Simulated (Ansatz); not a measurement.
Run report: AlN2H6F, geometry relaxation

- system: AlN2H6F
- method: RKS B3LYP-D4/6-31G* (Ansatz 0.2.0)

It belongs to a series of runs on one base structure; here: end point A relaxed. Figures and captions count atoms from 1; the log counts them from 0 in places.

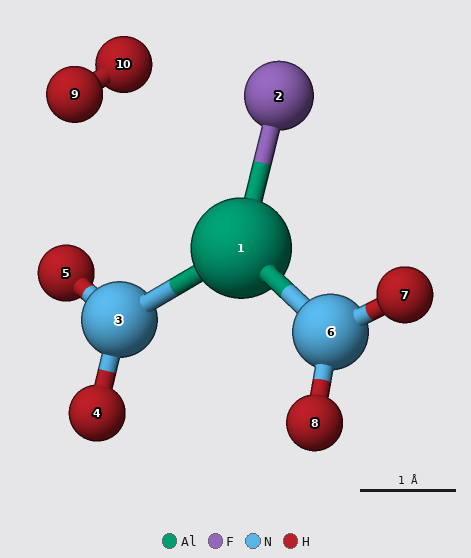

The input geometry (ball-and-stick view, seen at an oblique angle; atoms are numbered from 1 in the order of the input). Sticks mark near contacts. Bond lengths as drawn: Al–F 1.68 Å, Al–N 1.77 Å, H–H 0.71 Å and H–N 1.01 Å.

Results in brief

```csv
quantity,value
outcome,converged
total energy,−12395.1138 eV
mean-field energy,−12394.8871 eV
largest force (length of the vector) at the end,0.007 eV/Å
hardware,"1 thread of Intel Xeon (Granite Rapids), 32 GiB of memory available, shared host"
wall time,23 s
peak memory,0.17 GiB
```

The input
```yaml
crystal:
  periodic: [false, false, false]
  atoms:
    - { symbol: Al, position_ang: [-0.013365, -0.143973, -0.076185] }
    - { symbol: F, position_ang: [-0.031289, -0.258781, 1.59808] }
    - { symbol: "N", position_ang: [1.545625, -0.012857, -0.905825] }
    - { symbol: H, position_ang: [1.676931, -0.059308, -1.90787] }
    - { symbol: H, position_ang: [2.437928, 0.058375, -0.434785] }
    - { symbol: "N", position_ang: [-1.558976, -0.234338, -0.93686] }
    - { symbol: H, position_ang: [-2.452494, -0.380927, -0.485656] }
    - { symbol: H, position_ang: [-1.677339, -0.143957, -1.937516] }
    - { symbol: H, position_ang: [0.141708, 2.400881, 0.988334] }
    - { symbol: H, position_ang: [0.077072, 1.857884, 1.439483] }
basis:
  gaussian: { orbitals: "6-31G*" }
hamiltonian:
  xc: b3lyp
  dispersion: d4
relax:
  f_tol: 0.03
  max_steps: 50
output:
  orbitals: {}
```

Launch command:
```bash
ansatz run input.yaml --threads 1 --pin off --max-ram 2048MiB --backend cpu --events-out ev --progress --plain --runs-dir out
```

The program's output
```
The last accepted step is kept in [file] (removed where the run ends without a failure and the disk answers)
Engine: ansatz 0.2.0, x86_64-unknown-linux-gnu
Functional definition: B3LYP
  parameter a0 = 0.2
  parameter ax = 0.72
  parameter ac = 0.81
  exchange = (1 - a0 - ax)*slater_x + ax*b88_x + a0*exact_x
  correlation = (1 - ac)*vwn_rpa_c + ac*lyp_c
831 factors; integrals over basis functions are off by at most 4.5e-4 eV
mean field evaluation 1: about -12380.7478 eV, gradient 8.7e1 eV
mean field evaluation 2: about -12362.2694 eV, gradient 1.2e2 eV
mean field evaluation 4: about -12394.7732 eV, gradient 1.9e0 eV
mean field evaluation 8: about -12394.7922 eV, gradient 1.3e-2 eV
mean field -12394.79217333 eV, -455.5002108780 hartree, gradient 6.3e-5 eV, S^2 0.000000; 0 other end points of the search recorded, 0 dependent functions left out
the calculation of the forces begins
reference -12394.79243087 eV, -455.5002203425 hartree; 21, 21 occupied and 55, 55 virtual orbitals, 831 factors
relax step   1: F+E_penalty+E_count = -12395.03430289 eV  Δ(F+E_penalty+E_count) = +0.000e0 eV  max|allowed force component| = 1.215e0 eV/Å  Δτ_max = 0.0000 Å  (24 SCF iters, accepted)
these checks for a lower state are left out or cut short: starts, cluster_reference, orbital_swaps, neighbouring_geometries, increment
831 factors; integrals over basis functions are off by at most 4.5e-4 eV
mean field evaluation 16: about -12394.8413 eV, gradient 4.7e-2 eV
mean field -12394.85341505 eV, -455.5024614697 hartree, gradient 8.2e-5 eV, S^2 0.000000; 0 other end points of the search recorded, 0 dependent functions left out
[... from here on the field's lines of each further geometry are left out, up to the last ...]
relax step   2: F+E_penalty+E_count = -12395.09123429 eV  Δ(F+E_penalty+E_count) = -5.693e-2 eV  max|allowed force component| = 3.099e-1 eV/Å  Δτ_max = 0.1916 Å  (24 SCF iters, accepted)
relax step   3: F+E_penalty+E_count = -12395.10186122 eV  Δ(F+E_penalty+E_count) = -1.063e-2 eV  max|allowed force component| = 2.019e-1 eV/Å  Δτ_max = 0.1945 Å  (24 SCF iters, accepted)
relax step   4: F+E_penalty+E_count = -12395.10418229 eV  Δ(F+E_penalty+E_count) = -2.321e-3 eV  max|allowed force component| = 8.367e-2 eV/Å  Δτ_max = 0.0630 Å  (23 SCF iters, accepted)
relax step   5: F+E_penalty+E_count = -12395.10723875 eV  Δ(F+E_penalty+E_count) = -3.056e-3 eV  max|allowed force component| = 1.377e-1 eV/Å  Δτ_max = 0.1181 Å  (25 SCF iters, accepted)
relax step   6: F+E_penalty+E_count = -12395.10816870 eV  Δ(F+E_penalty+E_count) = -9.300e-4 eV  max|allowed force component| = 4.112e-1 eV/Å  Δτ_max = 0.1417 Å  (24 SCF iters, accepted)
relax step   7: F+E_penalty+E_count = -12395.11145523 eV  Δ(F+E_penalty+E_count) = -3.287e-3 eV  max|allowed force component| = 1.257e-1 eV/Å  Δτ_max = 0.0200 Å  (22 SCF iters, accepted)
relax step   8: F+E_penalty+E_count = -12395.11249941 eV  Δ(F+E_penalty+E_count) = -1.044e-3 eV  max|allowed force component| = 2.776e-2 eV/Å  Δτ_max = 0.0500 Å  (24 SCF iters, accepted)
relax step   9: F+E_penalty+E_count = -12395.11313631 eV  Δ(F+E_penalty+E_count) = -6.369e-4 eV  max|allowed force component| = 5.914e-2 eV/Å  Δτ_max = 0.0647 Å  (24 SCF iters, accepted)
relax step  10: F+E_penalty+E_count = -12395.11339465 eV  Δ(F+E_penalty+E_count) = -2.583e-4 eV  max|allowed force component| = 7.007e-2 eV/Å  Δτ_max = 0.0724 Å  (24 SCF iters, accepted)
relax step  11: F+E_penalty+E_count = -12395.11349429 eV  Δ(F+E_penalty+E_count) = -9.965e-5 eV  max|allowed force component| = 3.370e-2 eV/Å  Δτ_max = 0.0080 Å  (22 SCF iters, accepted)
the calculation of the forces begins
reference -12394.88714401 eV, -455.5037009859 hartree; 21, 21 occupied and 55, 55 virtual orbitals, 831 factors
relax step  12: F+E_penalty+E_count = -12395.11355310 eV  Δ(F+E_penalty+E_count) = -5.881e-5 eV  max|allowed force component| = 7.223e-3 eV/Å  Δτ_max = 0.0090 Å  (21 SCF iters, accepted)
```

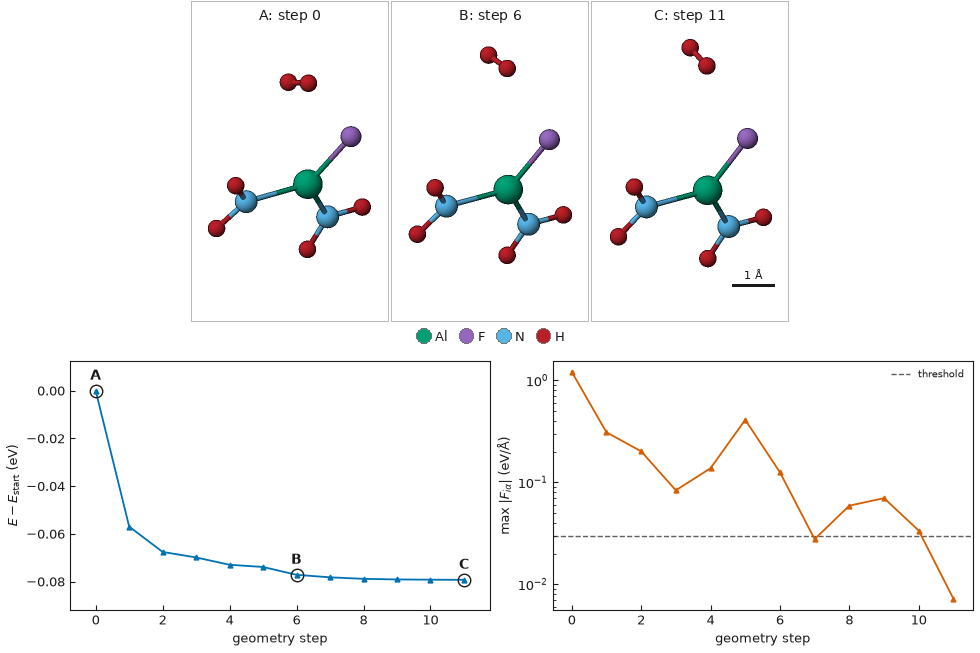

Frames of the relaxation (ball-and-stick view, seen at a tilt) above the curves, on which the letters mark them (the first geometry is step 0 here and step 1 in the log).

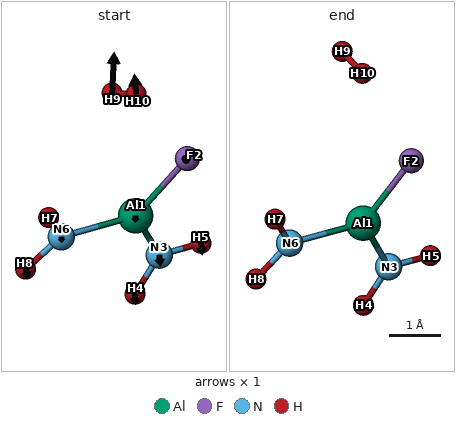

Before (left) and after (right) the relaxation, at one scale (ball-and-stick view, seen at a tilt). The black arrows give the displacements, at true length. After 11 geometry steps the energy has fallen by 0.079 eV. Largest force component: 1.2 eV/Å at the start, 0.0072 eV/Å at the end. H9 moves most after the best rigid fit: 0.83 Å. By element the largest moves are H 0.83 Å, N 0.24 Å, F 0.17 Å, Al 0.15 Å. Distances before and after: H9–H10 0.709 → 0.743 Å, Al1–F2 1.678 → 1.663 Å. (Atoms are counted from 1 in the order of the input.)

```
831 factors; integrals over basis functions are off by at most 4.6e-4 eV
mean field -12394.88688377 eV, -455.5036914223 hartree, gradient 1.5e-5 eV, S^2 0.000000; 1 other end points of the search recorded, 0 dependent functions left out
the calculation of the forces begins
reference -12394.88714401 eV, -455.5037009859 hartree; 21, 21 occupied and 55, 55 virtual orbitals, 831 factors
Total energy: -12395.11381334 eV, -455.5120309305 hartree
Atom 0 at     0.021663    -0.224747    -0.191267 Å, force    -0.000499     0.000886    -0.000284 eV/Å
Atom 1 at     0.032556    -0.151692     1.469936 Å, force     0.000578    -0.000181     0.002369 eV/Å
Atom 2 at     1.574654    -0.209515    -1.042745 Å, force    -0.000009     0.000176     0.002094 eV/Å
Atom 3 at     1.692301    -0.247126    -2.046361 Å, force     0.000632     0.000765    -0.003679 eV/Å
Atom 4 at     2.473155    -0.146694    -0.582590 Å, force    -0.000402    -0.001316     0.000221 eV/Å
Atom 5 at    -1.542027    -0.328401    -1.016831 Å, force     0.002072    -0.000089    -0.000176 eV/Å
Atom 6 at    -2.433967    -0.355193    -0.540727 Å, force    -0.000975     0.001070    -0.000125 eV/Å
Atom 7 at    -1.674242    -0.352255    -2.019128 Å, force    -0.000793    -0.001217    -0.000420 eV/Å
Atom 8 at    -0.002144     2.918566     1.612968 Å, force    -0.000951     0.007130    -0.000824 eV/Å
Atom 9 at     0.003852     2.180057     1.697945 Å, force     0.000348    -0.007223     0.000825 eV/Å
Dipole moment:    -0.003476    -0.046425    -0.504955 e Å
```

Trajectory as extended XYZ (Å, eV, eV/Å), 12 frames, from step=1 to step=12
```
10
Properties=species:S:1:pos:R:3:forces:R:3 step=1 energy=-12395.03430
Al   -0.0134   -0.1440   -0.0762   -0.0007  -0.1191   0.3256
F    -0.0313   -0.2588    1.5981    0.0000  -0.1332  -0.3547
N     1.5456   -0.0129   -0.9058    0.0145  -0.0089  -0.0174
H     1.6769   -0.0593   -1.9079   -0.0013   0.0052   0.0197
H     2.4379    0.0584   -0.4348   -0.0056  -0.0014  -0.0024
N    -1.5590   -0.2343   -0.9369   -0.0187   0.0059  -0.0071
H    -2.4525   -0.3809   -0.4857    0.0074   0.0047  -0.0058
H    -1.6773   -0.1440   -1.9375    0.0019  -0.0021   0.0180
H     0.1417    2.4009    0.9883    0.1333   1.2155  -0.9005
H     0.0771    1.8579    1.4395   -0.1307  -0.9667   0.9246
10
Properties=species:S:1:pos:R:3:forces:R:3 step=2 energy=-12395.09123
Al   -0.0095   -0.2295   -0.0854   -0.0177  -0.0187   0.2335
F    -0.0251   -0.3912    1.5804    0.0130   0.0414  -0.3099
N     1.5472   -0.0445   -0.9110    0.0027  -0.0333  -0.0390
H     1.6784   -0.0468   -1.9147   -0.0077   0.0073   0.0452
H     2.4380    0.0306   -0.4379   -0.0036  -0.0140   0.0010
N    -1.5607   -0.2567   -0.9426    0.0067  -0.0189  -0.0207
H    -2.4556   -0.3966   -0.4924    0.0032  -0.0072  -0.0022
H    -1.6813   -0.1291   -1.9393    0.0079  -0.0041   0.0343
H     0.1416    2.5854    1.0399   -0.0140  -0.0842   0.0618
H     0.0729    1.9614    1.4441    0.0094   0.1316  -0.0039
10
Properties=species:S:1:pos:R:3:forces:R:3 step=3 energy=-12395.10186
Al   -0.0064   -0.2367   -0.1212   -0.0133   0.0075   0.1945
F    -0.0197   -0.3407    1.5449    0.0107   0.0133  -0.2019
N     1.5522   -0.0899   -0.9509   -0.0072  -0.0188  -0.0120
H     1.6832   -0.1073   -1.9538   -0.0019   0.0105   0.0157
H     2.4430   -0.0097   -0.4786   -0.0041  -0.0099   0.0006
N    -1.5595   -0.2892   -0.9732    0.0073  -0.0099  -0.0158
H    -2.4533   -0.4140   -0.5160    0.0082  -0.0007  -0.0051
H    -1.6832   -0.1850   -1.9719    0.0015  -0.0039   0.0210
H     0.1272    2.6787    1.1615   -0.0154  -0.0881   0.1104
H     0.0623    2.0768    1.6003    0.0142   0.1001  -0.1074
10
Properties=species:S:1:pos:R:3:forces:R:3 step=4 energy=-12395.10418
Al   -0.0049   -0.2366   -0.1276   -0.0061  -0.0264   0.0821
F    -0.0148   -0.3427    1.5342    0.0070   0.0311  -0.0837
N     1.5537   -0.1051   -0.9597   -0.0041  -0.0059  -0.0051
H     1.6820   -0.1115   -1.9629    0.0002   0.0095   0.0082
H     2.4460   -0.0367   -0.4884   -0.0042  -0.0052  -0.0014
N    -1.5580   -0.2966   -0.9787    0.0063   0.0002  -0.0077
H    -2.4511   -0.4223   -0.5208    0.0028   0.0032  -0.0024
H    -1.6824   -0.1958   -1.9774   -0.0004  -0.0024   0.0080
H     0.1185    2.7242    1.2042   -0.0130  -0.0709   0.0830
H     0.0566    2.1060    1.6183    0.0113   0.0668  -0.0810
10
Properties=species:S:1:pos:R:3:forces:R:3 step=5 energy=-12395.10724
Al    0.0012   -0.2433   -0.1417    0.0026   0.0231  -0.1090
F    -0.0035   -0.2947    1.5162    0.0022  -0.0013   0.1126
N     1.5581   -0.1375   -0.9802   -0.0003  -0.0061   0.0032
H     1.6815   -0.1309   -1.9838    0.0044   0.0000   0.0017
H     2.4525   -0.0736   -0.5120   -0.0050  -0.0024  -0.0054
N    -1.5532   -0.3098   -0.9893   -0.0050  -0.0053   0.0084
H    -2.4470   -0.4123   -0.5269    0.0033   0.0052  -0.0055
H    -1.6784   -0.2303   -1.9895   -0.0012  -0.0076  -0.0043
H     0.0932    2.7880    1.3004   -0.0174  -0.1377   0.1033
H     0.0414    2.1273    1.6480    0.0164   0.1322  -0.1049
10
Properties=species:S:1:pos:R:3:forces:R:3 step=6 energy=-12395.10817
Al    0.0070   -0.2342   -0.1581    0.0230  -0.0131  -0.0960
F     0.0083   -0.2446    1.5020   -0.0008   0.0110   0.0716
N     1.5633   -0.1689   -1.0035   -0.0179   0.0062   0.0285
H     1.6826   -0.1608   -2.0075    0.0045  -0.0041  -0.0084
H     2.4600   -0.1133   -0.5388   -0.0026   0.0026  -0.0052
N    -1.5487   -0.3210   -1.0014   -0.0241   0.0049   0.0036
H    -2.4425   -0.4025   -0.5339    0.0186   0.0104  -0.0198
H    -1.6749   -0.2729   -2.0042    0.0006  -0.0095   0.0258
H     0.0603    2.8575    1.4194   -0.0216  -0.4112   0.1592
H     0.0304    2.1436    1.6672    0.0204   0.4027  -0.1593
10
Properties=species:S:1:pos:R:3:forces:R:3 step=7 energy=-12395.11146
Al    0.0072   -0.2365   -0.1599    0.0162  -0.0026  -0.0511
F     0.0076   -0.2412    1.5018    0.0017   0.0122   0.0249
N     1.5638   -0.1687   -1.0045   -0.0180   0.0009   0.0217
H     1.6840   -0.1699   -2.0085    0.0035  -0.0018  -0.0039
H     2.4598   -0.1061   -0.5395   -0.0023  -0.0006  -0.0039
N    -1.5493   -0.3214   -1.0021   -0.0073   0.0013   0.0070
H    -2.4431   -0.3971   -0.5343    0.0077   0.0059  -0.0108
H    -1.6756   -0.2780   -2.0048    0.0002  -0.0071   0.0123
H     0.0566    2.8587    1.4391   -0.0064  -0.1257   0.0485
H     0.0348    2.1433    1.6539    0.0047   0.1174  -0.0448
10
Properties=species:S:1:pos:R:3:forces:R:3 step=8 energy=-12395.11250
Al    0.0101   -0.2227   -0.1686    0.0089  -0.0069  -0.0278
F     0.0121   -0.1920    1.4938    0.0012  -0.0071   0.0073
N     1.5665   -0.1766   -1.0143   -0.0134   0.0013   0.0020
H     1.6869   -0.1996   -2.0183    0.0015   0.0005   0.0112
H     2.4627   -0.1066   -0.5506   -0.0011  -0.0016  -0.0029
N    -1.5479   -0.3223   -1.0063    0.0022   0.0025  -0.0015
H    -2.4415   -0.3805   -0.5359    0.0015   0.0034  -0.0059
H    -1.6751   -0.3066   -2.0097    0.0006  -0.0044   0.0155
H     0.0445    2.8559    1.4856   -0.0029  -0.0099   0.0151
H     0.0277    2.1340    1.6655    0.0017   0.0221  -0.0131
10
Properties=species:S:1:pos:R:3:forces:R:3 step=9 energy=-12395.11314
Al    0.0140   -0.2269   -0.1778    0.0028   0.0073   0.0070
F     0.0187   -0.1771    1.4851    0.0010  -0.0061  -0.0200
N     1.5693   -0.1899   -1.0251   -0.0084  -0.0014  -0.0041
H     1.6890   -0.2184   -2.0290    0.0011   0.0005   0.0102
H     2.4660   -0.1184   -0.5626    0.0003  -0.0031  -0.0011
N    -1.5461   -0.3265   -1.0112    0.0008  -0.0009  -0.0042
H    -2.4395   -0.3702   -0.5386    0.0036   0.0011  -0.0059
H    -1.6748   -0.3259   -2.0146    0.0000  -0.0033   0.0154
H     0.0290    2.8849    1.5413   -0.0025  -0.0533   0.0145
H     0.0202    2.1516    1.6737    0.0015   0.0591  -0.0119
10
Properties=species:S:1:pos:R:3:forces:R:3 step=10 energy=-12395.11340
Al    0.0183   -0.2230   -0.1900   -0.0026  -0.0101   0.0346
F     0.0264   -0.1567    1.4728    0.0011   0.0047  -0.0330
N     1.5728   -0.2041   -1.0386   -0.0015   0.0017  -0.0147
H     1.6920   -0.2450   -2.0423    0.0000   0.0033   0.0126
H     2.4702   -0.1346   -0.5773    0.0001  -0.0028   0.0001
N    -1.5442   -0.3305   -1.0176   -0.0014   0.0020  -0.0130
H    -2.4367   -0.3610   -0.5424    0.0066   0.0005  -0.0065
H    -1.6749   -0.3511   -2.0205   -0.0013   0.0003   0.0188
H     0.0097    2.9146    1.6045   -0.0003  -0.0698   0.0076
H     0.0122    2.1743    1.6927   -0.0007   0.0701  -0.0065
10
Properties=species:S:1:pos:R:3:forces:R:3 step=11 energy=-12395.11349
Al    0.0197   -0.2259   -0.1913   -0.0028   0.0062   0.0263
F     0.0287   -0.1529    1.4709    0.0012  -0.0019  -0.0230
N     1.5736   -0.2071   -1.0409   -0.0008  -0.0013  -0.0091
H     1.6923   -0.2475   -2.0445    0.0003   0.0019   0.0066
H     2.4713   -0.1382   -0.5801    0.0001  -0.0029   0.0004
N    -1.5434   -0.3305   -1.0179    0.0003  -0.0011  -0.0082
H    -2.4358   -0.3577   -0.5423    0.0038  -0.0001  -0.0040
H    -1.6747   -0.3530   -2.0206   -0.0012  -0.0008   0.0112
H     0.0051    2.9176    1.6102   -0.0005  -0.0337   0.0044
H     0.0089    2.1782    1.6979   -0.0004   0.0337  -0.0046
10
Properties=species:S:1:pos:R:3:forces:R:3 step=12 energy=-12395.11355
Al    0.0217   -0.2247   -0.1913   -0.0005   0.0009  -0.0003
F     0.0326   -0.1517    1.4699    0.0006  -0.0002   0.0024
N     1.5747   -0.2095   -1.0427    0.0000   0.0002   0.0021
H     1.6923   -0.2471   -2.0464    0.0006   0.0008  -0.0037
H     2.4732   -0.1467   -0.5826   -0.0004  -0.0013   0.0002
N    -1.5420   -0.3284   -1.0168    0.0021  -0.0001  -0.0002
H    -2.4340   -0.3552   -0.5407   -0.0010   0.0011  -0.0001
H    -1.6742   -0.3523   -2.0191   -0.0008  -0.0012  -0.0004
H    -0.0021    2.9186    1.6130   -0.0010   0.0071  -0.0008
H     0.0039    2.1801    1.6979    0.0003  -0.0072   0.0008
```

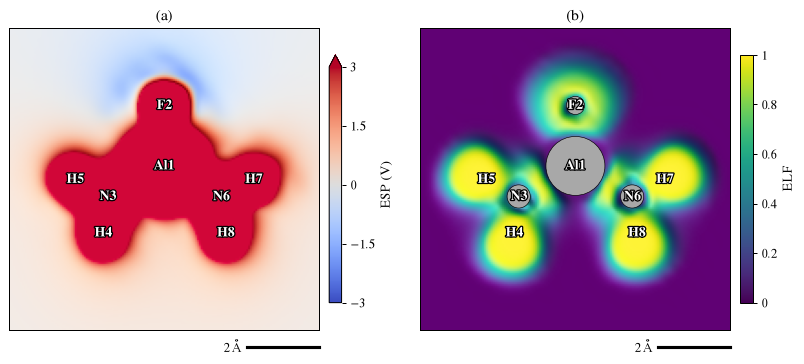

(a) electrostatic potential; (b) ELF on the plane of atoms F2, Al1 and N3. Grey discs, where drawn, cover atomic cores. Al–F (1.66 Å): the ELF peaks at about 0.85 in the valence shell of F, 0.5 Å from its nucleus, and is about 0.25 at the midpoint. Al–N (1.77 Å): the ELF peaks at about 0.90 in the valence shell of N, 0.7 Å from its nucleus, and is about 0.60 at the midpoint.

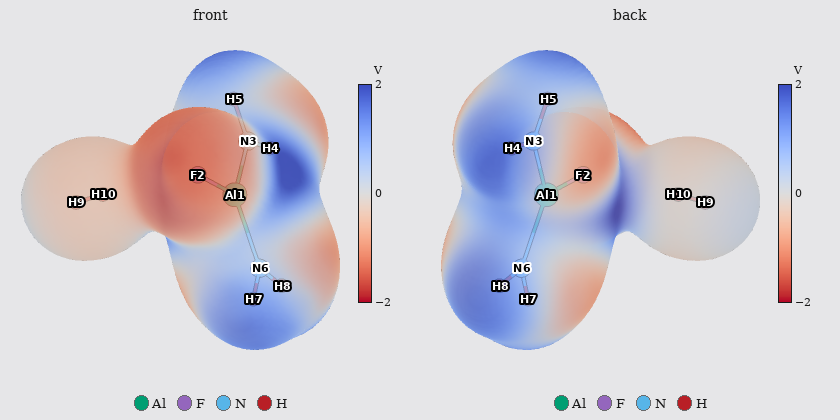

The electrostatic potential painted on the density surface at 0.002 e/bohr³, seen at a tilt and from behind; the colour scale runs from red (negative) to blue (positive).

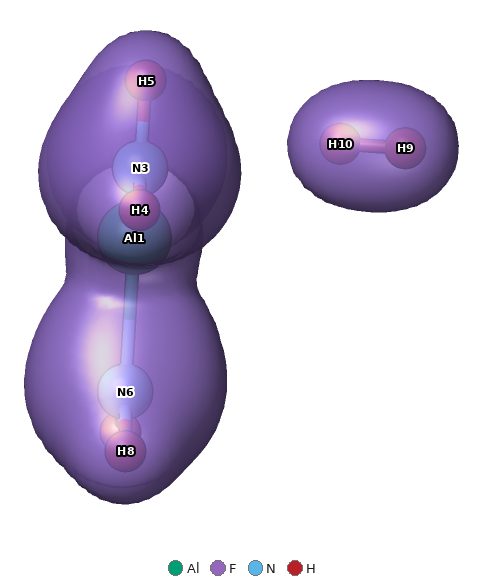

Isosurface of the electron density at 0.2 e/Å³ (purple), seen at an oblique angle. At this value the surface falls into two separate pieces. It is pinched off along the Al···H (3.06 Å) contacts. On the grid the lowest density along these lines, outside the cores, is 0.04 e/Å³ (Al···H, 3.06 Å), 0.71 e/Å³ (Al–F, 1.66 Å), 0.7 e/Å³ (Al–N, 1.77 Å) and 1.7 e/Å³ (H–H, 0.74 Å).
